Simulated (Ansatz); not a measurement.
## Electronic structure of H₆O₂W···H₂ in real space

Input

```
crystal:
  periodic: [false, false, false]
  atoms:
    - { symbol: W, position_ang: [0.253351, 0.072281, -0.068548] }
    - { symbol: H, position_ang: [0.410983, -0.312714, 2.821624] }
    - { symbol: H, position_ang: [1.982412, -0.260184, -0.113697] }
    - { symbol: H, position_ang: [-0.74613, 0.816597, -1.222717] }
    - { symbol: H, position_ang: [-1.086009, 1.011576, 0.563173] }
    - { symbol: O, position_ang: [-0.282445, -1.690608, 0.101891] }
    - { symbol: H, position_ang: [-0.204451, -2.514777, 0.620895] }
    - { symbol: H, position_ang: [0.878857, 0.197387, -1.636026] }
    - { symbol: O, position_ang: [1.029346, 1.639962, 0.762577] }
    - { symbol: H, position_ang: [2.003156, 1.615382, 0.793201] }
    - { symbol: H, position_ang: [0.54903, 0.304198, 2.468326] }
basis:
  gaussian: { orbitals: def2-SVP }
hamiltonian:
  xc: pbe
relax:
  f_tol: 0.03
  max_steps: 50
output:
  orbitals: {}
```

Run with:

```sh
ansatz run input.yaml --threads 2 --pin off --max-ram 3072MiB --backend cpu --events-out ev --progress --plain --runs-dir out
```

The fields are those of the run's last geometry, not of the input's.

Core potentials replace the inner electrons of W.

The calculation used RKS PBE/def2-SVP (Ansatz).

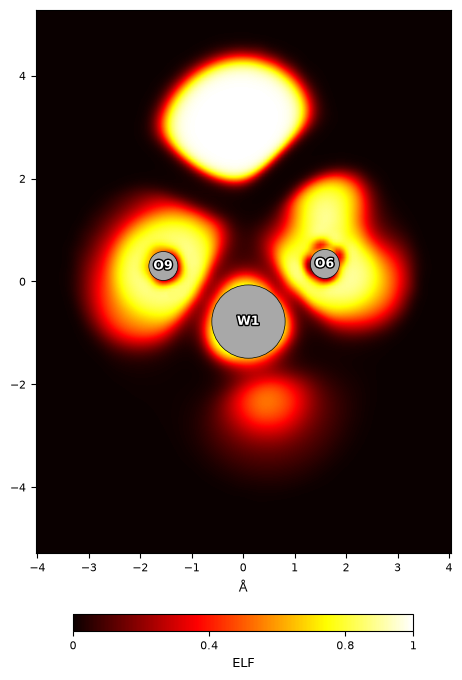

Figure 1. Electron localisation function on the plane of atoms O6, W1 and O9. Grey discs cover the atomic cores.

Q: What do the fields say about this system?

A: The section cuts through W and O sites.
W–O (1.86 Å): the ELF peaks at about 0.85 in the valence shell of O, 0.5 Å from its nucleus, and drops to about 0.30 between the two atoms.
W–O (1.98 Å): the ELF peaks at about 0.85 in the valence shell of O, 0.6 Å from its nucleus, and drops to about 0.25 between the two atoms.

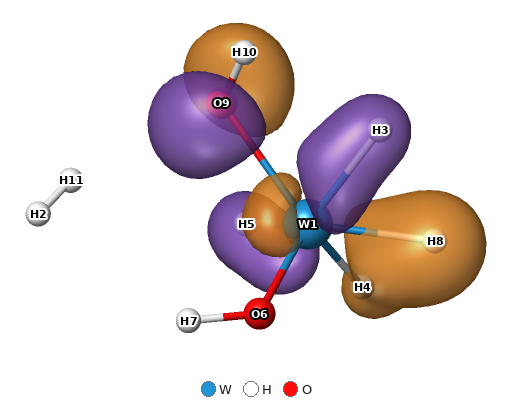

Figure 2. The HOMO−1 at ±0.15 Å⁻³ᐟ² (orange and purple are the two phases), seen at a tilt.

Q: Describe this orbital and give its energy.

A: It lies mainly on O9 (about 40 %), W1 (about 25 %) and H8 (about 15 %). Its energy is −7.02 eV.

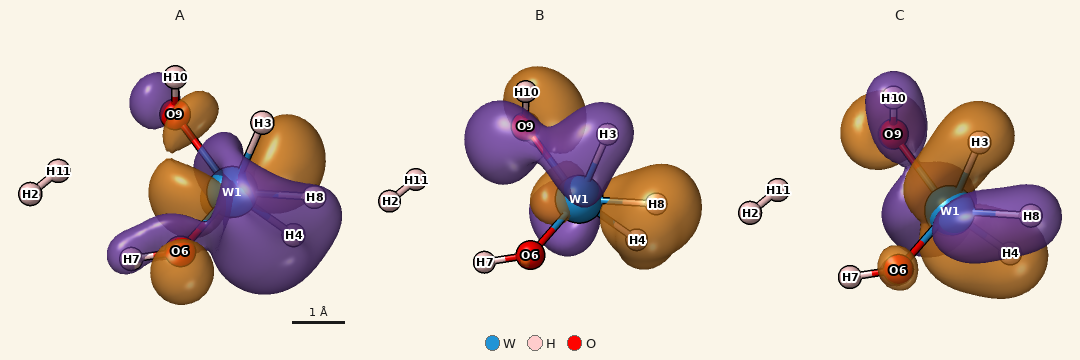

Figure 3. Three frontier orbitals at ±0.1 Å⁻³ᐟ² (orange and purple are the two phases), in no order.

Q: Order the three orbitals by energy and name them.

A: B is the HOMO−1 (−7.02 eV). By Hirshfeld shares it lies mainly on O9 (about 40 %), W1 (about 25 %) and H8 (about 15 %). C is the HOMO (−5.93 eV). It lies mainly on W1 (about 45 %), O9 (about 20 %), H5 (about 10 %), H4 (about 10 %) and H3 (about 10 %). A is the LUMO (−2.62 eV). It lies mainly on W1 (about 65 %), O6 (about 10 %), H8 (about 5 %) and O9 (about 5 %).

Q: What is the HOMO–LUMO gap?

A: 3.31 eV between the orbital energies.
